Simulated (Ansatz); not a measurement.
## Br and Li on Al(100), bridge start, 2x2 cell: work function, bands and core levels

Aim: how the adsorbate changes the work function, the valence spectrum and the core levels in Br and Li on Al(100), bridge start, 2x2 cell.

Calculated with Ansatz 0.2.0; DFT, PBE, plane-wave PAW, default files, scalar-relativistic.

### Step 1. Set-up

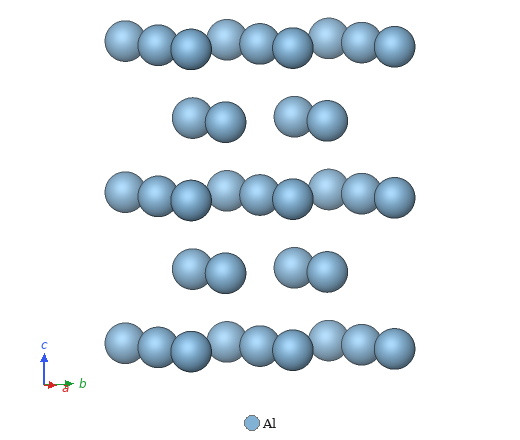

Start, viewed from the side, with the c axis up; aluminium light blue. 2×2×1 cells are drawn. Some periodic images of atoms are drawn too.

The cell holds 5 atoms: 5 Al. Cell: a = 2.857 Å, b = 2.857 Å, c = 23.080 Å, α = 90.0°, β = 90.0°, γ = 90.0°. It derives from Al. Vacuum lies along c.

Coordinates:

```cif
data_structure
_symmetry_space_group_name_H-M 'P 1'
_symmetry_Int_Tables_number 1
_cell_length_a 2.8567
_cell_length_b 2.8567
_cell_length_c 23.0800
_cell_angle_alpha 90.000
_cell_angle_beta 90.000
_cell_angle_gamma 90.000
_cell_volume 188.35
loop_
_atom_site_label
_atom_site_type_symbol
_atom_site_fract_x
_atom_site_fract_y
_atom_site_fract_z
_atom_site_occupancy
Al1 Al 0.00000 0.00000 0.67504 1
Al2 Al 0.50000 0.50000 0.58752 1
Al3 Al 0.00000 0.00000 0.50000 1
Al4 Al 0.50000 0.50000 0.41248 1
Al5 Al 0.00000 0.00000 0.32496 1
```

### Step 2. The clean face

The clean face is the reference for what the added atoms change.

The input, input.yaml:

```yaml
crystal:
  lattice:
    - [2.856711396, 0.0, 0.0]
    - [0.0, 2.856711396, 0.0]
    - [0.0, 0.0, 23.08]
  atoms:
    - { symbol: Al, position: [0.0, 0.0, 0.675043328] }
    - { symbol: Al, position: [0.5, 0.5, 0.587521664] }
    - { symbol: Al, position: [0.0, 0.0, 0.5] }
    - { symbol: Al, position: [0.5, 0.5, 0.412478336] }
    - { symbol: Al, position: [0.0, 0.0, 0.324956672] }
kpoints:
  mp_grid: { grid: [14, 14, 1] }
scf:
  occupations: { method: fermi_dirac, width: 0.05 }
  n_extra_bands: 12
hamiltonian:
  xc: pbe
  pseudopotentials: { kind: paw }
output:
  forces: true
  write_potential: true
  volumetric_format: []
  dos:
    projected: true
    de: 0.05
    e_range: [-30, 12]
    method: { smearing: { sigma: 0.1, scheme: gaussian } }
efield:
  axis: 3
  dipole_correction: true
relax:
  f_tol: 0.03
  max_steps: 50
  constraints: [{ sites: [2, 3, 4] }]
```

Started as:

```
$ ansatz run input.yaml --threads 4 --pin off --max-ram 12288MiB --backend cpu --events-out ev --progress --plain --runs-dir out
```

Numbers of over 12 decimals in the logs are rounded to 6 here.

Output:

```text
scf.n_extra_bands = 12 over 8 filled bands (N_el = 15.0): the run solves 20 bands
Engine: ansatz 0.2.0, aarch64-unknown-linux-gnu
Pseudopotentials: kind: paw
Pseudopotential: Al, paw, valence charge 3, recommended cutoff 420 eV (normal), Al.paw.azcp
Functional definition: PBE
  parameter kappa = 0.804
  parameter beta = 0.066725
  exchange = pbe_x(kappa = kappa, mu = beta*pi^2/3)
  correlation = pbe_c(beta = beta)
Crystal: 5 atoms, lattice volume = 188.351 Å³
Basis set: ecut = 420 eV, 3697 PW (Γ), exchange–correlation on 40×40×320 points (8 copies of the dense FFT grid, shifted against one another)
Bands: 20, of which v1, the nominal top of the filled ones, is band 8 counted from 1 (7 counted from 0)
Symmetry: 8 space group operations
k-points: 36 of 196
Non-local potential: Al, projectors of the file, l = 0: 2, l = 1: 2, l = 2: 1
PAW form: soft (Blöchl's): semilocal exchange-correlation on the pseudo side does not see the compensation charge
PAW one-centre angular grid: Al, 110 points (default); XC on 64 Gauss nodes
Initial density: superposition of atomic densities (neutral atoms: chi_scale 0, normalization atom), corrected by the library's trained network
Initial wavefunctions: pseudopotential atomic-orbital guess
Functional: x = pbe(κ = 0.804, μ = 0.219515), c = pbe(β = 0.066725)
SCF iter   1: F=—  HF=-2686.563468 eV  |F-HF|=—  |Δ(HF+E_count)|=         —  Δρ=1.00e-3  dr2=5.78e-3  ethr=1.77e-3  p=-0.000 e·Å  D=-1.46e-14 V/Å  ΔV_dip=0.00 eV  dr2_dipole=6.12e-7  V_vac-E_F(+/−)=4.17/4.17 eV  ⟨swp⟩=9.0  Hψ=5499  notcnv=0  defer=48
efield: sawtooth ramp at fractional position 0.9500 (placed from the atoms, in the widest stretch of the axis that holds none; the zero of the levels goes with the place), width 0.1000; the density the first Hamiltonian is built on has a dipole p = -0.000 e·Å; the dipole correction subtracts the counter field D = -1.46e-14 V/Å, which shifts the + side's vacuum level by +0.00 eV against the − side's; the planar-averaged density in the ramp window peaks in size at 1.2e-4 e/Å³
preconditioner: auto → LDOS  [metal: Δε(μ)=0.010 eV  Ē_g=8.641 eV  σ=0.050 eV  W_gap=0.05  n_scr=12 (ndim 8)  ℏωp=10.5 eV  f_vac=0.443  D(μ)=3.04/eV (n_scr^D=12)  β→1.0]
SCF iter   2: F=—  HF=-2686.563273 eV  |F-HF|=—  |Δ(HF+E_count)|=   1.95e-4  Δρ=3.86e-4  dr2=6.46e-4  ethr=3.85e-5  p=-0.000 e·Å  D=-7.08e-7 V/Å  ΔV_dip=0.00 eV  dr2_dipole=4.81e-7  V_vac-E_F(+/−)=4.29/4.29 eV  ⟨swp⟩=2.9  Hψ=1506  notcnv=0  defer=140
SCF iter   3: F=—  HF=-2686.563384 eV  |F-HF|=—  |Δ(HF+E_count)|=   1.11e-4  Δρ=1.05e-4  dr2=1.30e-4  ethr=4.31e-6  p=-0.000 e·Å  D=-2.58e-6 V/Å  ΔV_dip=0.00 eV  dr2_dipole=2.83e-8  V_vac-E_F(+/−)=4.29/4.29 eV  ⟨swp⟩=2.5  Hψ=892  notcnv=0  defer=140
iter 4 did not close the SCF: its close was put off for the readings that it lacked (scf_convergence_deferred on its scf_iter line)
SCF iter   4: F=-2686.563384 eV  HF=-2686.563380 eV  |F-HF|=4.02e-6  |Δ(HF+E_count)|=   3.75e-6  Δρ=3.29e-5  dr2=3.48e-6  ethr=8.69e-7  p=0.000 e·Å  D=7.74e-7 V/Å  ΔV_dip=-0.00 eV  dr2_dipole=1.32e-9  V_vac-E_F(+/−)=4.28/4.28 eV  ⟨swp⟩=2.3  Hψ=771  notcnv=0  defer=139
iter 5 did not close the SCF: its close was put off for the readings that it lacked (scf_convergence_deferred on its scf_iter line)
SCF iter   5: F=-2686.563385 eV  HF=-2686.563385 eV  |F-HF|=2.34e-7  |Δ(HF+E_count)|=   4.92e-6  Δρ=6.50e-6  dr2=1.37e-7  ethr=2.32e-8  p=0.000 e·Å  D=6.46e-8 V/Å  ΔV_dip=-0.00 eV  dr2_dipole=1.14e-10  V_vac-E_F(+/−)=4.28/4.28 eV  ⟨swp⟩=2.5  Hψ=993  notcnv=0  defer=139
SCF iter   6: F=-2686.563385 eV  HF=-2686.563385 eV  |F-HF|=5.95e-9  |Δ(HF+E_count)|=   2.63e-7  Δρ=1.50e-6  dr2=1.34e-8  ethr=9.15e-10  p=0.000 e·Å  D=3.14e-7 V/Å  ΔV_dip=-0.00 eV  dr2_dipole=5.69e-11  V_vac-E_F(+/−)=4.28/4.28 eV  ⟨swp⟩=13.4  Hψ=5200  notcnv=0
SCF 1 converged in 6 iterations: F = -2686.563385 eV  dr2 = 1.34e-8
  greatest PAW one-centre occupation: 0.476 electrons in one spin orbital (limit 2), on the Al atom at site 4 (counted from 0), in its partial waves of l = 0
relax step   1: F+E_penalty+E_count = -2686.56338523 eV  Δ(F+E_penalty+E_count) = +0.000e0 eV  max|allowed force component| = 7.741e-2 eV/Å  Δτ_max = 0.0000 Å  (6 SCF iters, dr2 threshold 2.25e-5 eV, accepted)
Initial density: handed on by an earlier stage of this run
Initial wavefunctions: those handed on with the density
iter 1 solved again at ethr=1.84e-4 eV; its pass at ethr=3.10e-3 eV (dr2=2.76e-2 eV) is discarded
SCF iter   1: F=—  HF=-2686.567429 eV  |F-HF|=—  |Δ(HF+E_count)|=         —  Δρ=9.74e-4  dr2=2.57e-2  ethr=1.84e-4  p=0.000 e·Å  D=3.10e-7 V/Å  ΔV_dip=-0.00 eV  dr2_dipole=6.62e-5  V_vac-E_F(+/−)=4.27/4.27 eV  ⟨swp⟩=2.0  Hψ=3077  notcnv=0  defer=165
efield: sawtooth ramp at fractional position 0.9500 (handed on by an earlier solve), width 0.1000; the density the first Hamiltonian is built on has a dipole p = 0.000 e·Å; the dipole correction subtracts the counter field D = 3.10e-7 V/Å, which shifts the + side's vacuum level by -0.00 eV against the − side's; the planar-averaged density in the ramp window peaks in size at 1.2e-6 e/Å³
preconditioner: auto → LDOS  [metal: Δε(μ)=0.017 eV  Ē_g=8.573 eV  σ=0.050 eV  W_gap=0.08  n_scr=12 (ndim 8)  ℏωp=10.5 eV  f_vac=0.437  D(μ)=3.34/eV (n_scr^D=12)  β→1.0]
SCF iter   2: F=—  HF=-2686.565454 eV  |F-HF|=—  |Δ(HF+E_count)|=   1.98e-3  Δρ=3.57e-4  dr2=1.93e-3  ethr=1.71e-4  p=0.000 e·Å  D=4.79e-4 V/Å  ΔV_dip=-0.01 eV  dr2_dipole=1.66e-4  V_vac-E_F(+/−)=4.28/4.29 eV  ⟨swp⟩=1.7  Hψ=616  notcnv=0  defer=165
SCF iter   3: F=—  HF=-2686.565228 eV  |F-HF|=—  |Δ(HF+E_count)|=   2.25e-4  Δρ=1.48e-4  dr2=2.77e-4  ethr=1.29e-5  p=0.001 e·Å  D=7.01e-4 V/Å  ΔV_dip=-0.02 eV  dr2_dipole=1.55e-5  V_vac-E_F(+/−)=4.27/4.29 eV  ⟨swp⟩=2.0  Hψ=888  notcnv=0  defer=165
SCF iter   4: F=—  HF=-2686.565211 eV  |F-HF|=—  |Δ(HF+E_count)|=   1.75e-5  Δρ=2.12e-5  dr2=3.01e-6  ethr=1.85e-6  p=0.001 e·Å  D=6.05e-4 V/Å  ΔV_dip=-0.01 eV  dr2_dipole=4.41e-8  V_vac-E_F(+/−)=4.27/4.29 eV  ⟨swp⟩=1.6  Hψ=613  notcnv=0  defer=165
SCF iter   5: F=—  HF=-2686.565542 eV  |F-HF|=—  |Δ(HF+E_count)|=   3.31e-4  Δρ=7.79e-6  dr2=4.04e-7  ethr=2.01e-8  p=0.001 e·Å  D=6.04e-4 V/Å  ΔV_dip=-0.01 eV  dr2_dipole=4.14e-8  V_vac-E_F(+/−)=4.27/4.29 eV  ⟨swp⟩=2.1  Hψ=932  notcnv=0  defer=165
SCF iter   6: F=-2686.565542 eV  HF=-2686.565542 eV  |F-HF|=7.24e-9  |Δ(HF+E_count)|=   1.49e-8  Δρ=1.95e-6  dr2=2.69e-8  ethr=6.67e-10  p=0.001 e·Å  D=6.12e-4 V/Å  ΔV_dip=-0.01 eV  dr2_dipole=1.06e-8  V_vac-E_F(+/−)=4.27/4.29 eV  ⟨swp⟩=15.1  Hψ=4861  notcnv=0
SCF 2 converged in 6 iterations: F = -2686.565542 eV  dr2 = 2.69e-8
  greatest PAW one-centre occupation: 0.477 electrons in one spin orbital (limit 2), on the Al atom at site 0 (counted from 0), in its partial waves of l = 0
relax step   2: F+E_penalty+E_count = -2686.56554158 eV  Δ(F+E_penalty+E_count) = -2.156e-3 eV  max|allowed force component| = 2.182e-2 eV/Å  Δτ_max = 0.0635 Å  (6 SCF iters, accepted)
NSCF: frozen V_eff on 36 k-points
the band table was solved once a step of the walk had ended and its energy, with any forces and stress, was formed, with the checks that follow a solve (6160 applications of the Hamiltonian). They found nothing against the state; the energy, forces and stress were not computed again (output.eigenvalues in the input reference)
WARN: The input density's exchange-correlation potential varies sharply where the density is thin. Do not read a vacuum level from v_tot or v_xc, or from such a field of the output density. On a cell that repeats whose density bears no net charge and no dipole along the vacuum's axis use v_es (v_loc + v_h of the components); under efield.dipole_correction with no amplitude use v_es + v_field, which holds any external [...]
SCF converged after 6 iterations
Free energy (F): -2686.565542 eV
Harris-Foulkes:  -2686.565542 eV  (|F-HF|=7.24e-9)
Internal energy: -2686.540505 eV  (E = F + TS)
E sigma→0 (E₀):  -2686.553023 eV
Entropy (-TS):   -0.025036 eV (-5.007 meV/atom)
Fermi energy:    1.121737 eV
Dipole field:    D = 0.000755 V/Å  (p = 0.000786 e·Å, saw-weighted, corrected)
Work function:   Φ+ = 4.2723 eV   Φ− = 4.2897 eV
Levels:          The Fermi level and band energies are counted from a zero that moves with the ramp; work functions are not
--- Per-component energies (eV) ---
  E_band       = -44.783108
  E_kinetic    = 108.490489
  E_local      = -2947.065158  (includes V_loc(G=0)·N_el)
  E_nonlocal   = 52.319272
  E_hartree    = 1450.174429
  E_xc         = -195.653782
  E_vxc        = -140.717444  (∫ρ·V_xc dr)
  E_paw        = -2336.479909  (= ΣΔE_a)
  E_vpaw       = -18.155421  (= ΣTr[D̂ρ^β])
  E_aug_tail   = -0.000011  (compensation charges beyond the density's cutoff)
  E_efield     = 0.000000  (sawtooth field / dipole correction)
  E_vefield    = -0.000208  (∫n·V_field dr)
  E_ewald      = 1181.674165
  E_smearing   = -0.025036  (= −TS)
  E_closure    = -0.000000  (closes the sum)
  Σ components = -2686.565542   (vs F -2686.565542, Δ=0.00e0)
--- Forces (eV/Å), atoms counted from 1 ---
  atom   1  Al    -0.00000000     0.00000000    -0.01418725
  atom   2  Al     0.00000000    -0.00000000     0.02182270
  atom   3  Al     0.00000000     0.00000000     0.08292747
  atom   4  Al    -0.00000000    -0.00000000    -0.00649635
  atom   5  Al    -0.00000000    -0.00000000    -0.08409900
  max |Σ_I F_I| component: 3.24e-5 eV/Å
--- Band table (eV; the first three rows and the last of 36) ---
  k-point 0: bands = [... 4 lower, -2.8504, -0.9852, 2.0760, 4.1664, 5.0401, 6.1710, 6.3111, 6.7111, ... 8 higher]
  k-point 1: bands = [... 4 lower, -2.7607, -0.8995, 2.1603, 4.2520, 5.0173, 5.1425, 5.8641, 6.2814, ... 8 higher]
  k-point 2: bands = [... 4 lower, -2.4922, -0.6429, 2.3760, 3.0957, 3.8695, 4.5609, 5.2711, 5.4119, ... 8 higher]
  k-point 35: bands = [... 4 lower, -0.1533, -0.0682, 0.6085, 0.7750, 0.7750, 1.0606, 2.1221, 2.4564, ... 8 higher]
--- Relaxed structure (2 steps of the walk, 2 accepted, 0 SCFs on fresh bases) ---
  F+E_penalty+E_count = -2686.56554158 eV   max|allowed force component| = 2.182e-2 eV/Å
  atoms:
    - { symbol: Al, position: [4.3180437505245866e-18, 0.0, 0.677794] }
    - { symbol: Al, position: [0.5, 0.5, 0.588761] }
    - { symbol: Al, position: [0.0, 0.0, 0.500000] }
    - { symbol: Al, position: [0.5, 0.5, 0.412478] }
    - { symbol: Al, position: [0.0, 0.0, 0.324957] }
```

Elapsed: 7.5 s, on 4 threads of Arm Neoverse V1, shared host; peak memory 0.46 GiB; 27 s of CPU time.

Relaxation path:

```tsv
step	energy less that of the first step (eV)	largest force component (eV/Å)
1	0.0000	0.0774
2	-0.0022	0.0218
```

The run keeps the 8 symmetry operations that it works with, so distortions that break them were not tested.

The atoms that moved most (Å):

```tsv
atom	dx	dy	dz	length
Al1	0.000	0.000	0.063	0.063
Al2	0.000	0.000	0.029	0.029
```

Final coordinates:

```xyz
5
Lattice="2.8567 0.0000 0.0000 0.0000 2.8567 0.0000 0.0000 0.0000 23.0800" Properties=species:S:1:pos:R:3
Al    0.0000    0.0000   15.6435
Al    1.4284    1.4284   13.5886
Al    0.0000    0.0000   11.5400
Al    1.4284    1.4284    9.5200
Al    0.0000    0.0000    7.5000
```

This step gave:

```
free energy                                    : -2686.5655 eV
energy at zero smearing                        : -2686.5530 eV
smearing term TS                               : 0.02504 eV
Fermi energy                                   : 1.122 eV
symmetry operations                            : 8
zero of energy                                 : Fermi level
share of occupied states in no projected shell : 0.015 of the occupied states in the window
DOS at the Fermi level                         : 3.269 states/eV/cell
work function, upper face                      : 4.274 eV
work function, lower face                      : 4.288 eV
```

The planar mean, electrostatic potential oscillates, so the rows of the table below give means over windows of 2.02 Å about each position, cut where the curve ends. Its maxima inside the range that stand out by 2 % of the span (Å: eV): 8.5: -2.07, 10.5: -2.07, 12.5: -1.86, 14.6: -1.86. Its minima: 7.5: -5.87, 9.5: -6.07, 11.5: -6.08, 13.6: -6.05, 15.6: -5.87.

From the Fermi level. Planar mean, electrostatic potential against z; means over each step:

```tsv
z (Å)	planar mean, electrostatic potential (eV)
1.01	4.29
3.03	4.29
5.05	4.03
7.07	-3.08
9.09	-4.63
11.11	-4.64
13.13	-4.53
15.15	-4.38
17.17	2.00
19.19	4.26
21.21	4.27
```

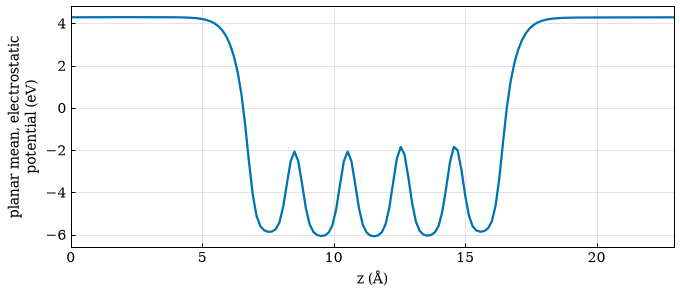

Planar mean, electrostatic potential against z.

Recipe: projected DOS times atomic cross section and asymmetry factor (linear light, 54.7° from the polarisation), occupied states only, Fermi edge at 300 K, a Lorentzian width of 0.2 eV growing by 0.03 eV per eV of binding energy, and a resolution of 0.2 eV. Each atom is damped by exp[−depth/(λ cos θ)], θ = 75° from the normal, λ from the universal curve. Curves are cut 10 eV under the photon energy, above any shell that the free atom's threshold puts out of reach, or at the lower edge of the window: 11.2 eV at 21.2 eV, 12.5 eV at 100 eV, 12.5 eV at 1253.6 eV, 12.5 eV at 1486.7 eV and 12.5 eV at 5950 eV. Matrix elements of the solid and inelastic losses aren't modelled, nor non-dipole terms, which matter above 3 keV.

Share of each shell in the spectrum's area (%), by photon energy:

```tsv
shell	21.2 eV	100 eV	1253.6 eV	1486.7 eV	5950 eV
Al 3s	53.7	42.3	79.3	81.7	94.2
Al 3p	46.3	57.7	20.7	18.3	5.8
```

Cross sections used, in Mb an electron:

```tsv
shell	21.2 eV	100 eV	1253.6 eV	1486.7 eV	5950 eV
Al 3s	0.15	0.053	5.1e-4	3.5e-4	1.0e-5
Al 3p	0.070	0.040	6.9e-5	4.0e-5	3.1e-7
```

At the Fermi level the DOS is 3.27 states/eV a cell, and on the broadened curves Al 3p holds 72 % of the total there.

[end of part 1 of 4]

[Logs are printed without paths, hosts, clocks, repeated set-up lines and the standing remarks that a program may print on its own settings, such as how far it seeks lower states.]

[Hosts, paths, dates, database ids (printed as entryN), source tags and the programs' standing remarks are cut or masked in the printed files.]

[Maps of the electrostatic potential energy from Ansatz leave out the sawtooth potential of an applied field or a dipole correction, so their vacuum need not be flat; work functions include it.]
